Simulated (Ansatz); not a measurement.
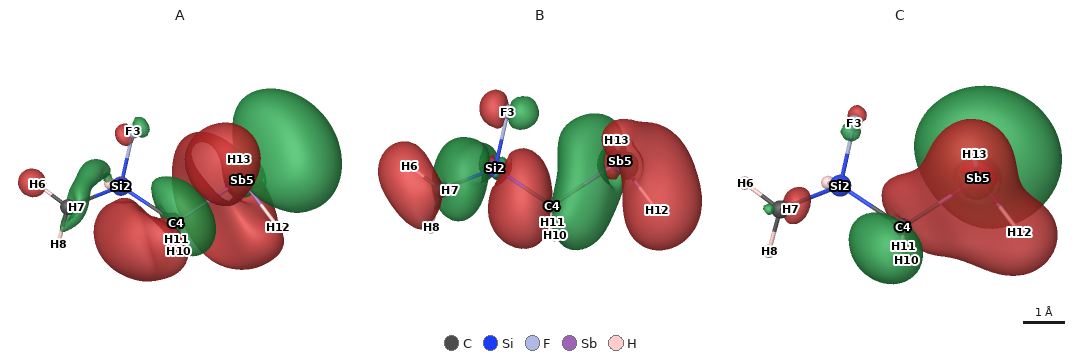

C2H8FSbSi (SMILES C[SiH](F)[CH2][SbH2]). Three frontier orbitals at ±0.06 Å⁻³ᐟ² (green and red are the two phases), in no order.

Core potentials replace the inner electrons of Sb.

All numbers below come from RKS B3LYP-D4/def2-SVP (Ansatz 0.2.0).

The calculation's input:

```
crystal:
  periodic: [false, false, false]
  atoms:
    - { symbol: C, position_ang: [-1.7959, 0.4702, 1.1245] }
    - { symbol: Si, position_ang: [-0.2286, 0.8315, 0.2409] }
    - { symbol: F, position_ang: [0.9168, 1.2541, 1.3634] }
    - { symbol: C, position_ang: [0.3785, -0.6971, -0.6709] }
    - { symbol: Sb, position_ang: [2.161, -0.3366, -1.7312] }
    - { symbol: H, position_ang: [-2.1604, 1.447, 1.6513] }
    - { symbol: H, position_ang: [-1.6904, -0.3139, 1.8402] }
    - { symbol: H, position_ang: [-2.5788, 0.2575, 0.3592] }
    - { symbol: H, position_ang: [-0.3911, 1.952, -0.6759] }
    - { symbol: H, position_ang: [-0.4774, -0.9914, -1.375] }
    - { symbol: H, position_ang: [0.4401, -1.5331, 0.0802] }
    - { symbol: H, position_ang: [2.4267, -2.0425, -1.9694] }
    - { symbol: H, position_ang: [3.0198, -0.3325, -0.2224] }
basis:
  gaussian: { orbitals: def2-SVP }
hamiltonian:
  xc: b3lyp
  dispersion: d4
relax:
  f_tol: 0.015
  max_steps: 40
output:
  orbitals: {}
```

Command:

```sh
ansatz run input.yaml --threads 2 --pin off --max-ram 3072MiB --backend cpu --events-out ev --progress --plain --runs-dir out
```

The fields are those of the run's last geometry, not of the input's.

Question: Which picture is the HOMO−1, the HOMO and the LUMO?

Answer: B is the HOMO−1 (−8.15 eV). It lies mainly on C4 (about 30 %), Sb5 (about 25 %), Si2 (about 15 %), H12 (about 10 %) and C1 (about 10 %). C is the HOMO (−6.92 eV). By Hirshfeld shares it lies mainly on Sb5 (about 70 %), C4 (about 10 %), H12 (about 5 %) and H13 (about 5 %). A is the LUMO (−0.42 eV). Its weight (Hirshfeld) is mainly on Sb5 (about 60 %), C4 (about 15 %) and H13 (about 5 %).

Question: What is the HOMO–LUMO gap?

Answer: 6.50 eV between the orbital energies.
